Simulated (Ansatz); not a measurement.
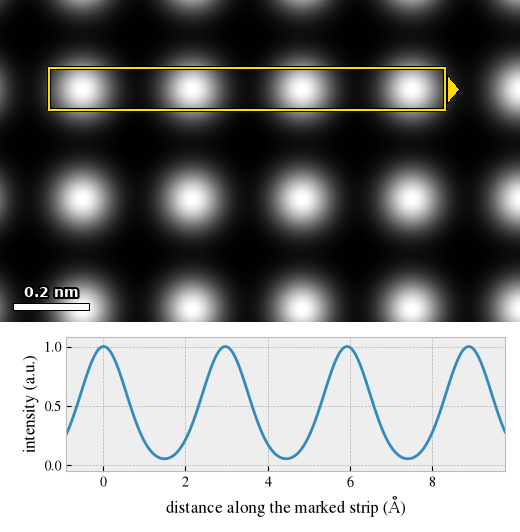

Dark-field STEM-like image of Sr (Fm-3m, No. 225) along [001]. Simulation: incoherent imaging, intensity Z^1.6 per atom, probe width 1.30 Å, thin sample. The probe carries 25 % of its weight in a tail 2.5 times as wide. Structure used: a calculation's starting geometry.

```cif
data_structure
_symmetry_space_group_name_H-M 'P 1'
_symmetry_Int_Tables_number 1
_cell_length_a 5.9128
_cell_length_b 5.9128
_cell_length_c 5.9128
_cell_angle_alpha 90.000
_cell_angle_beta 90.000
_cell_angle_gamma 90.000
_cell_volume 206.72
loop_
_atom_site_label
_atom_site_type_symbol
_atom_site_fract_x
_atom_site_fract_y
_atom_site_fract_z
_atom_site_occupancy
Sr1 Sr 0.00000 0.00000 0.00000 1
Sr2 Sr 0.00000 0.50000 0.50000 1
Sr3 Sr 0.50000 0.00000 0.50000 1
Sr4 Sr 0.50000 0.50000 0.00000 1
```

The curve is the intensity along the marked strip, in the direction of its arrowhead, with zero distance at the first column. Brightness is counted from the darkest point of the image.

Assign the peaks of the line profile.

```tsv
position (Å)	atoms per repeat along the beam	height (% of the highest)
0.0	1 Sr	100
3.0	1 Sr	100
5.9	1 Sr	100
8.9	1 Sr	100
```
